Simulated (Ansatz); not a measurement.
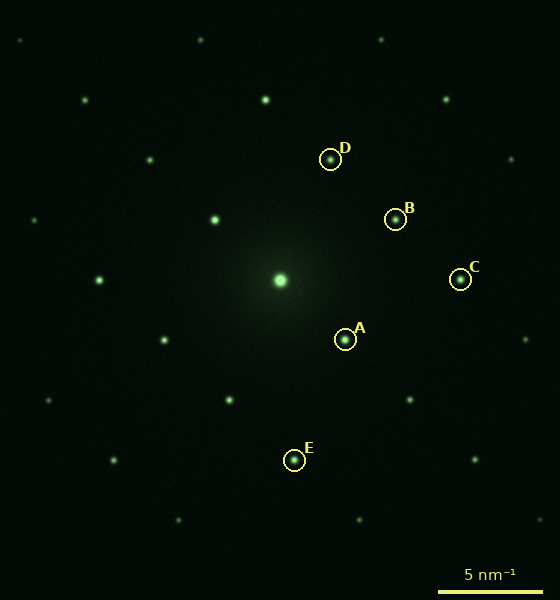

The pattern is a kinematic simulation for 200 kV electrons (no multiple scattering; isotropic B = 1 Å²). The zone axis points towards the electron source and the pattern is seen from the source side.

Tc, space group P6_3/mmc (No. 194), a = 2.709 Å, c = 4.329 Å (hexagonal axes). Structure: the input geometry of an electronic-structure calculation (not necessarily at equilibrium).

```csv
atom,site,symmetry,x,y,z
Tc,2d,-6m2,0.3333,0.6667,0.7500
```

Spot A is indexed 0 -1 0 and spot B 1 -1 -2.

Q: Give hkl for C, D, E.

A: C = A + B = 1 -2 -2 (d = 1.148 Å). D = −A + B = 1 0 -2 (d = 1.591 Å). E = 2A − B = -1 -1 2 (d = 1.148 Å).

Q: Which zone axis is this?

A: The cross product of A and B is parallel to [201]; every spot obeys hu + kv + lw = 0.
